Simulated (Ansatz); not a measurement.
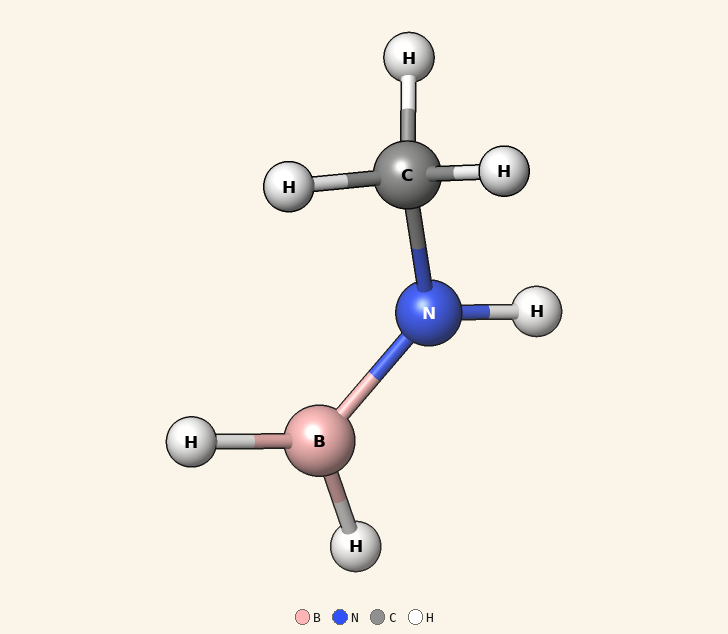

A ball-and-stick model of a molecule. Every bond is drawn as one stick, whatever its order.

Description:

The molecule is CH₆BN. The point group is Cs. Coordination: 1 B trigonal planar; 1 N trigonal planar; 1 C tetrahedral.

More results for the same structure follow; atom numbers are the same in all pictures, views and colours differ. The computed structure is the end point of a PBE0-D4/def2-TZVP optimisation.

### Vibrations

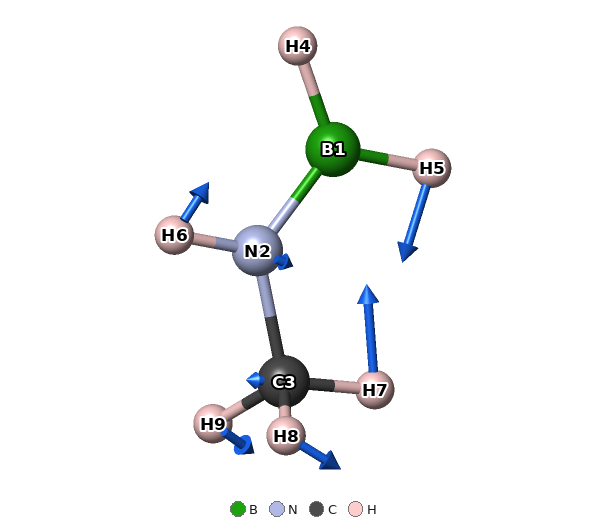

The arrows show one normal mode. Harmonic vibrations computed with RKS PBE0-D4/def2-TZVP (Ansatz 0.2.0) at a stationary point of the same level.

Describe the motion.

Mostly angle bending.

Estimate its harmonic wavenumber.

1173 cm⁻¹; it is mode 9 of 21 counted from the lowest.

### Charges

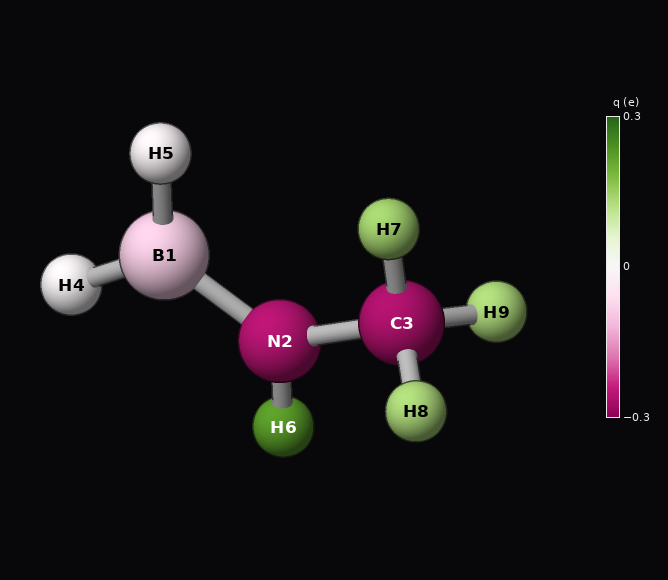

Atoms are coloured by their Mulliken charges. Properties computed with RKS PBE0-D4/def2-TZVP (Ansatz 0.2.0).

Give the Mulliken charges atom by atom.

| atom | value (e) |
| --- | --- |
| B1 | −0.08 |
| N2 | −0.25 |
| C3 | −0.26 |
| H4 | −0.01 |
| H5 | −0.01 |
| H6 | 0.22 |
| H7 | 0.14 |
| H8 | 0.13 |
| H9 | 0.13 |

### Electronic properties

Level of theory: RKS PBE0-D4/def2-TZVPP (Ansatz 0.2.0).

What does the calculation give?

- HOMO energy (Kohn–Sham orbital): −7.89 eV
- LUMO energy (Kohn–Sham orbital): 0.25 eV
- HOMO–LUMO gap: 8.14 eV
- dispersion correction: −8.5 kJ/mol

Mulliken values depend strongly on the basis set and can even reverse the polarity of a bond.
